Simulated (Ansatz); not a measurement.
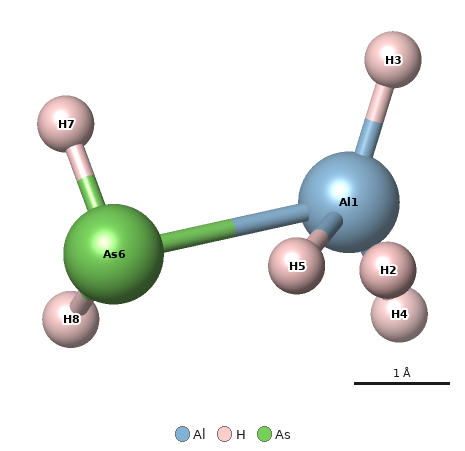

*The input geometry (ball-and-stick view, seen at a tilt; atoms are numbered from 1 in the order of the input). Sticks mark near contacts.*

Bond lengths as drawn: Al–As 2.80 Å, Al–H 1.58 to 1.86 Å and As–H 1.52 Å.

**Phonon calculation, with input and output: AlAsH6**

The run: phonon calculation of AlAsH6. Method and program: RKS PBE0-D4/def2-SVP (Ansatz 0.2.0).

Figures and captions count atoms from 1; the log counts them from 0 in places.

The input:
```yaml
crystal:
  periodic: [false, false, false]
  atoms:
    - {symbol: Al, position_ang: [-0.422257, -1.024622, -0.220590]}
    - {symbol: H, position_ang: [1.267229, -0.679438, -1.249639]}
    - {symbol: H, position_ang: [-1.485147, -1.045321, -1.386542]}
    - {symbol: H, position_ang: [0.058090, -2.143273, 0.783153]}
    - {symbol: H, position_ang: [1.005062, 0.070490, -0.676379]}
    - {symbol: As, position_ang: [0.413385, 1.550546, 0.504487]}
    - {symbol: H, position_ang: [-1.001655, 2.066608, 0.278260]}
    - {symbol: H, position_ang: [0.165392, 1.205011, 1.967052]}
basis:
  gaussian: {orbitals: def2-SVP}
hamiltonian: {xc: pbe0, dispersion: d4}
phonons: {}
scf: {lower_state_search: off}
```

Hardware: 2 CPU threads, shared host.

Run as:
```bash
ansatz run in.yaml --threads 2 --pin off --events-out ev --progress --plain --max-ram 4352MiB
```

Log:
```
Functional definition: PBE0
  name "PBE0"
  cite "Adamo & Barone, J. Chem. Phys. 110, 6158 (1999) doi:10.1063/1.478522"
  cite "Perdew, Burke & Ernzerhof, Phys. Rev. Lett. 77, 3865 (1996) doi:10.1103/PhysRevLett.77.3865"
  parent pbe
  parameter a = 0.25
  parameter kappa = 0.804
  parameter beta = 0.06672455060314922
  exchange = (1 - a)*pbe_x(kappa = kappa, mu = beta*pi^2/3) + a*exact_x
  correlation = pbe_c(beta = beta)
these checks for a lower state are left out or cut short: stability, starts, cluster_reference, orbital_swaps, neighbouring_geometries, increment
839 factors; integrals over basis functions are off by at most 2.4e-4 eV
mean field evaluation 1: about -67513.3193 eV, gradient 1.1e1 eV
mean field evaluation 2: about -67513.6035 eV, gradient 4.7e0 eV
mean field evaluation 4: about -67513.6816 eV, gradient 4.9e-1 eV
mean field evaluation 8: about -67513.6873 eV, gradient 1.7e-2 eV
mean field evaluation 16: about -67513.6873 eV, gradient 4.1e-6 eV
mean field -67513.68734572 eV, -2481.0822475344 hartree, gradient 4.1e-6 eV, S^2 0.000000; 0 other end points of the search recorded, 0 dependent functions left out
the calculation of the forces begins
reference -67513.68737387 eV, -2481.0822485689 hartree; 26, 26 occupied and 54, 54 virtual orbitals, 839 factors
these checks for a lower state are left out or cut short: stability, starts, cluster_reference, orbital_swaps, neighbouring_geometries, increment
839 factors; integrals over basis functions are off by at most 2.4e-4 eV
mean field -67513.68939623 eV, -2481.0823228891 hartree, gradient 2.2e-6 eV, S^2 0.000000; 0 other end points of the search recorded, 0 dependent functions left out
[... from here on the field's lines of each further geometry are left out, up to the last ...]
the calculation of the forces begins
reference -67513.68734942 eV, -2481.0822476702 hartree; 26, 26 occupied and 54, 54 virtual orbitals, 839 factors
these checks for a lower state are left out or cut short: stability, starts, cluster_reference, orbital_swaps, neighbouring_geometries, increment
839 factors; integrals over basis functions are off by at most 2.4e-4 eV
mean field -67513.68726434 eV, -2481.0822445438 hartree, gradient 2.8e-6 eV, S^2 0.000000; 0 other end points of the search recorded, 0 dependent functions left out
the calculation of the forces begins
reference -67513.68729249 eV, -2481.0822455782 hartree; 26, 26 occupied and 54, 54 virtual orbitals, 839 factors
WARN: phonons: modes at or below zero, which the zero-point energy, F, S and C_V leave out: 1, the lowest at -662.28 cm⁻¹. A minimum has none, and a first-order saddle one
Total energy: -67513.81171196 eV, -2481.0868179092 hartree
Atom 0 at    -0.422257    -1.024622    -0.220590 Å, force     0.795639     1.219900     0.057942 eV/Å
Atom 1 at     1.267229    -0.679438    -1.249639 Å, force    -0.675625     0.612543     0.801249 eV/Å
Atom 2 at    -1.485147    -1.045321    -1.386542 Å, force     0.001474     0.005170     0.001645 eV/Å
Atom 3 at     0.058090    -2.143273     0.783153 Å, force     0.001596     0.001353    -0.001510 eV/Å
Atom 4 at     1.005062     0.070490    -0.676379 Å, force     0.547142    -1.448654    -1.136826 eV/Å
Atom 5 at     0.413385     1.550546     0.504487 Å, force    -0.664933    -0.392547     0.273292 eV/Å
Atom 6 at    -1.001655     2.066608     0.278260 Å, force    -0.007285     0.001604    -0.004192 eV/Å
Atom 7 at     0.165392     1.205011     1.967052 Å, force     0.001993     0.000630     0.008400 eV/Å
Dipole moment:    -0.083283    -0.116235    -0.003182 e Å
Vibrations: -662.28 6.69 230.01 346.68 489.92 533.91 552.24 626.13 705.90 776.12 978.08 1272.53 1576.08 1818.86 1961.98 1992.60 2218.66 2238.37 cm⁻¹, zero-point energy 1.135990 eV
Checks for a lower state left out: stability, starts, cluster_reference, orbital_swaps, neighbouring_geometries, increment
```

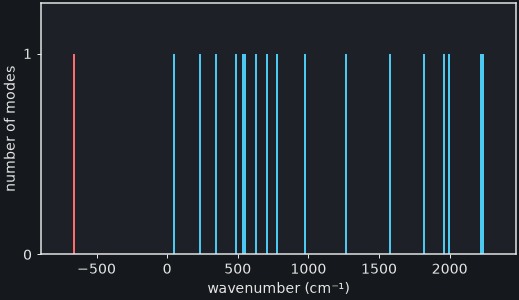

*Harmonic vibrational wavenumbers from the force constants; neighbouring modes closer than 13 cm⁻¹ are counted in one stick, and imaginary ones are drawn at negative wavenumbers.*

18 modes from 662i to 2238 cm⁻¹, 1 imaginary beyond 8i (662i cm⁻¹): a first-order saddle point, if the geometry is stationary.

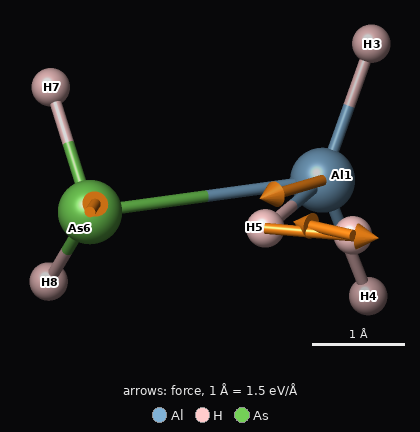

*Forces on the atoms as orange arrows (ball-and-stick view, seen at a tilt; atoms are numbered from 1 in the order of the input); the smallest are left out.*

The largest act on H5 (1.92 eV/Å); Al1 (1.46 eV/Å); H2 (1.21 eV/Å); As6 (0.82 eV/Å). The geometry is not a stationary point of this energy.

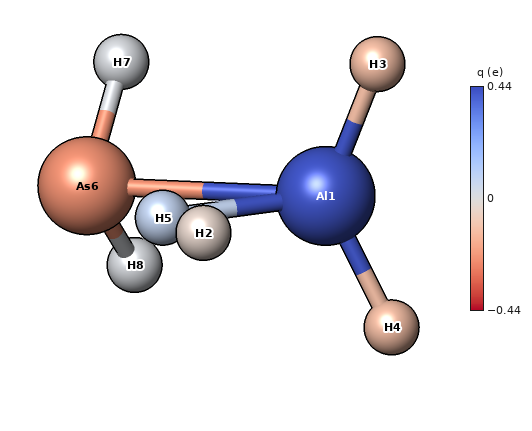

*Mulliken charges, as the colour of each atom (ball-and-stick view, seen at a tilt; atoms are numbered from 1 in the order of the input).*

By element: Al +0.42, H −0.12 to +0.07 and As −0.23 e.

Summary:

- outcome: converged
- total energy: −67513.8117 eV
- mean-field energy: −67513.6874 eV
- dispersion energy: −0.1243 eV
- largest force (length of the vector): 1.921 eV/Å
- dipole moment: 0.69 D
- wall time: 61 s (CPU time 95 s)
- peak memory: 0.18 GiB
